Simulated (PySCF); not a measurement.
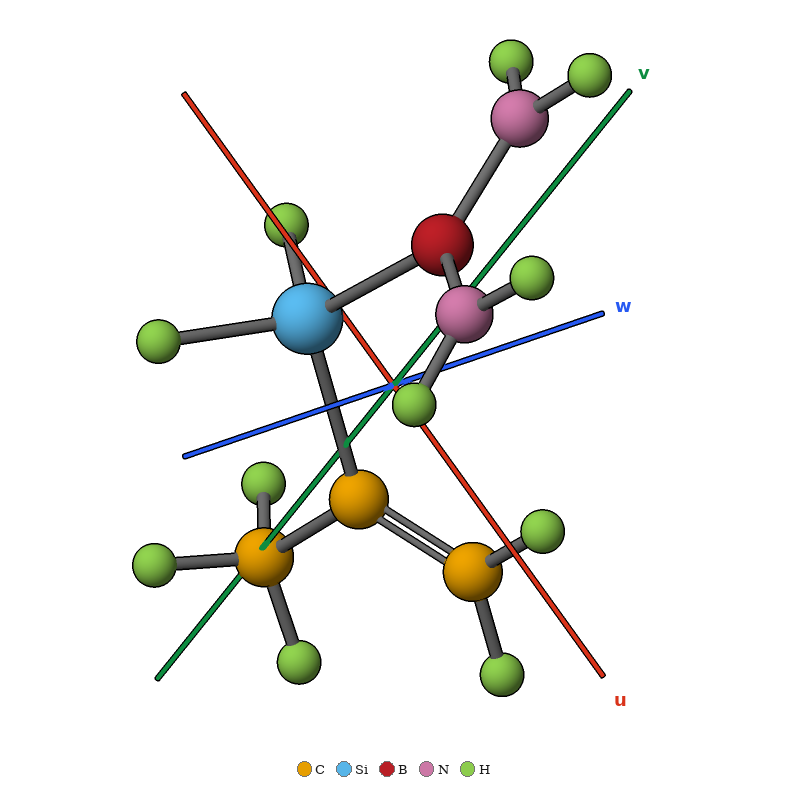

The lines u, v and w are the principal axes of the static dipole polarisability. Computed geometry: GFN2-xTB optimisation. No frequency run is at hand to confirm it as a minimum. Method: PBE0/def2-SVPD (PySCF 2.14.0).

### Along which axis is the molecule most polarisable, and along which least?

Most along v, least along w.

### Give the three principal values.

u 100.1, v 109.3, w 80.2 bohr³; mean 96.5, anisotropy 25.8 bohr³.

The geometry is semi-empirical. Around B, Si such bond lengths and angles can be off by a tenth of an ångström or more and by several degrees, and values that hang on the shape move with them.
